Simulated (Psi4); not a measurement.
# Excited-state calculation, with input and output: CuCl₂ (charge −1) (part 1 of 2)

- system: CuCl₂, charge −1, SMILES [Cl][Cu-][Cl]
- method: TDHF/def2-TZVPD, RHF (Psi4 1.11)

The geometry comes from this level: GFN2-xTB.

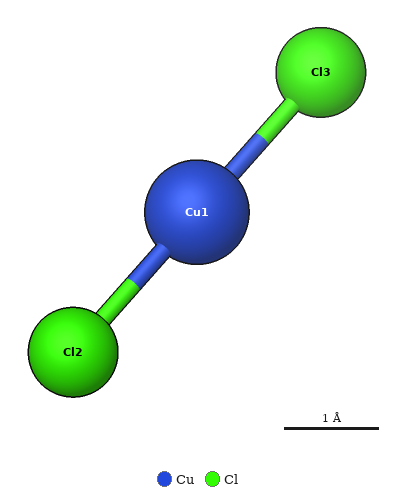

Figure 1. The input geometry (ball-and-stick view, seen at an oblique angle; atoms are numbered from 1 in the order of the input). Sticks mark near contacts.

Input file (job.py):
```python
import psi4

psi4.set_memory('1600 MB')
psi4.set_num_threads(1)
psi4.set_output_file('output.dat', False)

with open('cl2cu.xyz') as f:
    atoms = ''.join(f.readlines()[2:])
mol = psi4.geometry('-1 1\n' + atoms + '')

psi4.set_options({
    'basis': 'def2-TZVPD',
    'scf_type': 'df',
    'save_jk': True,
    'print': 2,
    'basis_guess': True,
    'scf_initial_accelerator': 'ediis',
})

from psi4.driver.procrouting.response.scf_response import tdscf_excitations
energy_value, wavefunction = psi4.energy('hf', return_wfn=True)
states = tdscf_excitations(wavefunction, states=3, tda=False, triplets='only')
for k, s in enumerate(states, 1):
    print(f"root {k}: {s['EXCITATION ENERGY'] * 27.211386:.4f} eV  f = {s['OSCILLATOR STRENGTH (LEN)']:.4f}  {s['SYMMETRY']}")
print('E =', round(energy_value, 9))
```

File cl2cu.xyz:
```
3
Cl2Cu
Cu     0.002530     0.001450     0.000550
Cl    -0.016800    -0.020410     2.083530
Cl     0.014270     0.018960    -2.084090
```

Hardware: 1 thread of Intel Xeon (Granite Rapids), 16 GiB of memory available, shared host.

Launched with:
```bash
python job.py
```

What the program printed:
```
Psi4 1.11 release

  //>>>>>>>>>>>>>>>>>>>>>>>>>>>>>>>>>>>//
  //    Guess SCF, def2-sv_p_ Basis    //
  //<<<<<<<<<<<<<<<<<<<<<<<<<<<<<<<<<<<//

   => Loading Basis Set <=

    Name: DEF2-SV_P_
    Role: ORBITAL
    Keyword: BASIS

         ---------------------------------------------------------
                           SCF Castup computation
         ---------------------------------------------------------
                                   SCF
                              RHF Reference
                        1 Threads,   1525 MiB Core
         ---------------------------------------------------------

  ==> Geometry <==

    Molecular point group: cs
    Full point group: Cs

    Geometry (in Angstrom), charge = -1, multiplicity = 1:

       Center              X                  Y                   Z               Mass
    ------------   -----------------  -----------------  -----------------  -----------------
         CU          -0.002302399413     0.000436893626     0.000000000000    62.929597720000
         CL           0.025346237663     2.083437791794     0.000000000000    34.968852682000
         CL          -0.021202862695    -2.084224021196     0.000000000000    34.968852682000

  Running in cs symmetry.

  Rotational constants: A =  26490.41296  B =      0.05550  C =      0.05550 [cm^-1]
  Rotational constants: A = 794162601.41175  B =   1663.89787  C =   1663.89439 [MHz]
  Nuclear repulsion =  287.065732134650261

  Charge       = -1
  Multiplicity = 1
  Electrons    = 64
  Nalpha       = 32
  Nbeta        = 32

  ==> Algorithm <==

  SCF Algorithm Type is DF.
  DIIS enabled.
  MOM disabled.
  Fractional occupation disabled.
  Guess Type is SAD.
  Energy threshold   = 1.00e-06
  Density threshold  = 1.00e-06
  Integral threshold = 1.00e-12

  ==> Primary Basis <==

  -AO BASIS SET INFORMATION:
    Name                   = DEF2-SV_P_
    Blend                  = DEF2-SV_P_
    Total number of shells = 26
    Number of primitives   = 64
    Number of AO           = 64
    Number of SO           = 60
    Maximum AM             = 2
    Spherical Harmonics    = TRUE

  -Contraction Scheme:
    Atom   Type   All Primitives // Shells:
   ------ ------ --------------------------
       1    CU     14s 9p 5d // 5s 3p 2d
       2    CL     10s 7p 1d // 4s 3p 1d
       3    CL     10s 7p 1d // 4s 3p 1d

   => Loading Basis Set <=

    Name: (DEF2-SV_P_ AUX)
    Role: JKFIT
    Keyword: DF_BASIS_SCF

  ==> Integral Setup <==

  DFHelper Memory: AOs need 0.016 GiB; user supplied 1.118 GiB.
  SCF_SUBTYPE=INCORE selected. In-core MEM_DF algorithm will be used.
  Using in-core AOs.

  ==> MemDFJK: Density-Fitted J/K Matrices <==

    J tasked:                   Yes
    K tasked:                   Yes
    wK tasked:                   No
    Memory [MiB]:              1144
    Algorithm:                 Core
    Schwarz Cutoff:           1E-12
    Mask sparsity (%):       8.2778
    Fitting Condition:        1E-10

   => Auxiliary Basis Set <=

  -AO BASIS SET INFORMATION:
    Name                   = (DEF2-SV_P_ AUX)
    Blend                  = DEF2-UNIVERSAL-JKFIT
    Total number of shells = 134
    Number of primitives   = 152
    Number of AO           = 687
    Number of SO           = 520
    Maximum AM             = 6
    Spherical Harmonics    = TRUE

  -Contraction Scheme:
    Atom   Type   All Primitives // Shells:
   ------ ------ --------------------------
       1    CU     19s 14p 12d 10f 7g 3h 1i // 16s 13p 11d 9f 5g 3h 1i
       2    CL     16s 12p 10d 4f 1g // 13s 11p 9d 4f 1g
       3    CL     16s 12p 10d 4f 1g // 13s 11p 9d 4f 1g

  Minimum eigenvalue in the overlap matrix is 2.9653653512E-02.
  Reciprocal condition number of the overlap matrix is 9.6532385808E-03.
    Using symmetric orthogonalization.

  ==> Pre-Iterations <==

  SCF Guess: Superposition of Atomic Densities via on-the-fly atomic UHF (no occupation information).

   -------------------------
    Irrep   Nso     Nmo
   -------------------------
     A'        43      43
     A"        17      17
   -------------------------
    Total      60      60
   -------------------------

  ==> Iterations <==

                           Total Energy        Delta E     RMS |[F,P]|

   @DF-RHF iter SAD: -2554.14585680025630   -2.55415e+03   0.00000e+00
    Occupation by irrep:
             Ap   App
    DOCC [    25,    7 ]
    NA   [    25,    7 ]
    NB   [    25,    7 ]

   @DF-RHF iter   1: -2555.60028638356698   -1.45443e+00   4.45279e-02 EDIIS/DIIS
    Occupation by irrep:
             Ap   App
    DOCC [    24,    8 ]
    NA   [    24,    8 ]
    NB   [    24,    8 ]

   @DF-RHF iter   2: -2538.38615583551291    1.72141e+01   1.01933e-01 EDIIS
   @DF-RHF iter   3: -2556.89062600513398   -1.85045e+01   3.38200e-02 EDIIS/DIIS
   @DF-RHF iter   4: -2557.55581180224135   -6.65186e-01   5.24803e-03 EDIIS/DIIS
   @DF-RHF iter   5: -2557.57689766691919   -2.10859e-02   1.52571e-03 EDIIS/DIIS
   @DF-RHF iter   6: -2557.57917244232385   -2.27478e-03   7.19924e-04 EDIIS/DIIS
   @DF-RHF iter   7: -2557.57979548926460   -6.23047e-04   1.55454e-04 EDIIS/DIIS
   @DF-RHF iter   8: -2557.57988339805206   -8.79088e-05   3.92932e-05 DIIS
   @DF-RHF iter   9: -2557.57989076587364   -7.36782e-06   5.70288e-06 DIIS
   @DF-RHF iter  10: -2557.57989091260697   -1.46733e-07   2.23793e-06 DIIS
   @DF-RHF iter  11: -2557.57989092096113   -8.35416e-09   3.39999e-07 DIIS
  Energy and wave function converged.

  ==> Post-Iterations <==

    Orbital Energies [Eh]
    ---------------------

    Doubly Occupied:

       1Ap  -328.592343     2Ap  -104.517421     3Ap  -104.517325
       4Ap   -40.634239     1App  -35.444627     5Ap   -35.444626
       6Ap   -35.442704     7Ap   -10.279966     8Ap   -10.279850
       9Ap    -7.754523    10Ap    -7.754406     2App   -7.753089
      11Ap    -7.753089     3App   -7.752977    12Ap    -7.752977
      13Ap    -4.822931    14Ap    -3.141356     4App   -3.133006
      15Ap    -3.133006    16Ap    -0.814498    17Ap    -0.805216
       5App   -0.328680    18Ap    -0.328680    19Ap    -0.326783
      20Ap    -0.298593     6App   -0.298593    21Ap    -0.232658
      22Ap    -0.222813     7App   -0.222813    23Ap    -0.191943
       8App   -0.190720    24Ap    -0.190720

    Virtual:

      25Ap     0.230516    26Ap     0.465781     9App    0.466288
      27Ap     0.466655    28Ap     0.762276    29Ap     0.965883
      30Ap     0.999526    10App    1.167473    31Ap     1.167474
      32Ap     1.187059    33Ap     1.283861    11App    1.283861
      12App    1.294601    34Ap     1.294601    13App    1.305535
      35Ap     1.305535    36Ap     1.336060    14App    1.366827
      37Ap     1.366829    38Ap     1.444998    15App    1.444998
      39Ap     1.546734    16App    1.546734    40Ap     1.637963
      41Ap     1.826316    17App    1.826343    42Ap     1.899189
      43Ap     2.346741

    Final Occupation by Irrep:
             Ap   App
    DOCC [    24,    8 ]
    NA   [    24,    8 ]
    NB   [    24,    8 ]

  @DF-RHF Final Energy: -2557.57989092096113

   => Energetics <=

    Nuclear Repulsion Energy =            287.0657321346502613
    One-Electron Energy =               -4148.5765776858315803
    Two-Electron Energy =                1303.9309546302201852
    Total Energy =                      -2557.5798909209611338

Computation Completed

  //>>>>>>>>>>>>>>>>>>>>>>>>>>>>>>>>>>>//
  //                 HF                //
  //<<<<<<<<<<<<<<<<<<<<<<<<<<<<<<<<<<<//

   => Loading Basis Set <=

    Name: DEF2-TZVPD
    Role: ORBITAL
    Keyword: BASIS

         ---------------------------------------------------------
                                   SCF
                              RHF Reference
                        1 Threads,   1525 MiB Core
         ---------------------------------------------------------

  ==> Geometry <==

    Molecular point group: cs
    Full point group: Cs

    Geometry (in Angstrom), charge = -1, multiplicity = 1:

       Center              X                  Y                   Z               Mass
    ------------   -----------------  -----------------  -----------------  -----------------
         CU          -0.002302399413     0.000436893626     0.000000000000    62.929597720000
         CL           0.025346237663     2.083437791794     0.000000000000    34.968852682000
         CL          -0.021202862695    -2.084224021196     0.000000000000    34.968852682000

  Running in cs symmetry.

  Rotational constants: A =  26490.41296  B =      0.05550  C =      0.05550 [cm^-1]
  Rotational constants: A = 794162601.41175  B =   1663.89787  C =   1663.89439 [MHz]
  Nuclear repulsion =  287.065732134650261

  Charge       = -1
  Multiplicity = 1
  Electrons    = 64
  Nalpha       = 32
  Nbeta        = 32

  ==> Algorithm <==

  SCF Algorithm Type is DF.
  DIIS enabled.
  MOM disabled.
  Fractional occupation disabled.
  Guess Type is SAD.
  Energy threshold   = 1.00e-06
  Density threshold  = 1.00e-06
  Integral threshold = 1.00e-12

  ==> Primary Basis <==

  -AO BASIS SET INFORMATION:
    Name                   = DEF2-TZVPD
    Blend                  = DEF2-TZVPD
    Total number of shells = 48
    Number of primitives   = 97
    Number of AO           = 159
    Number of SO           = 140
    Maximum AM             = 3
    Spherical Harmonics    = TRUE

  -Contraction Scheme:
    Atom   Type   All Primitives // Shells:
   ------ ------ --------------------------
       1    CU     17s 12p 7d 1f // 6s 5p 4d 1f
       2    CL     15s 10p 4d 1f // 6s 6p 3d 1f
       3    CL     15s 10p 4d 1f // 6s 6p 3d 1f

   => Loading Basis Set <=

    Name: (DEF2-TZVPD AUX)
    Role: JKFIT
    Keyword: DF_BASIS_SCF

  Computing basis projection from DEF2-SV_P_ to DEF2-TZVPD

  ==> Integral Setup <==

  DFHelper Memory: AOs need 0.080 GiB; user supplied 1.118 GiB.
  SCF_SUBTYPE=INCORE selected. In-core MEM_DF algorithm will be used.
  Using in-core AOs.

  ==> MemDFJK: Density-Fitted J/K Matrices <==

    J tasked:                   Yes
    K tasked:                   Yes
    wK tasked:                   No
    Memory [MiB]:              1144
    Algorithm:                 Core
    Schwarz Cutoff:           1E-12
    Mask sparsity (%):       5.3469
    Fitting Condition:        1E-10

   => Auxiliary Basis Set <=

  -AO BASIS SET INFORMATION:
    Name                   = (DEF2-TZVPD AUX)
    Blend                  = DEF2-UNIVERSAL-JKFIT
    Total number of shells = 134
    Number of primitives   = 152
    Number of AO           = 687
    Number of SO           = 520
    Maximum AM             = 6
    Spherical Harmonics    = TRUE

  -Contraction Scheme:
    Atom   Type   All Primitives // Shells:
   ------ ------ --------------------------
       1    CU     19s 14p 12d 10f 7g 3h 1i // 16s 13p 11d 9f 5g 3h 1i
       2    CL     16s 12p 10d 4f 1g // 13s 11p 9d 4f 1g
       3    CL     16s 12p 10d 4f 1g // 13s 11p 9d 4f 1g

  Minimum eigenvalue in the overlap matrix is 2.0583345217E-03.
  Reciprocal condition number of the overlap matrix is 4.0699462249E-04.
    Using symmetric orthogonalization.

  ==> Pre-Iterations <==

  SCF Guess: Orbitals guess was supplied from a previous computation.

   -------------------------
    Irrep   Nso     Nmo
   -------------------------
     A'        94      94
     A"        46      46
   -------------------------
    Total     140     140
   -------------------------

  ==> Iterations <==

                           Total Energy        Delta E     RMS |[F,P]|
```
